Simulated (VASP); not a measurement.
Band structure of Al₄PSb₃ (ordered alloy cell). Calculation: PBEsol GGA, VASP's PBE PAW potentials (set 64) (plane waves; VASP 6.6.1).

Unless said otherwise, spin-orbit coupling is left out, though it shifts the bands of the heavy elements here.

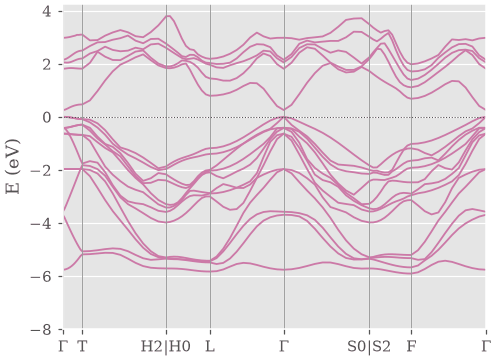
Figure: Bands along high-symmetry lines, zero at the valence-band maximum or, without a gap, the Fermi level

Question: Read the plot: is there a gap, and where are the band edges?

Answer: The gap is direct, 0.26 eV, from the valence maximum at Γ to the conduction minimum at Γ. (Edges off the drawn lines would not show.)

The structure was generated: Al4PSb3 was put into an ordered model structure (R3m), which need not be its known phase. It was relaxed first.
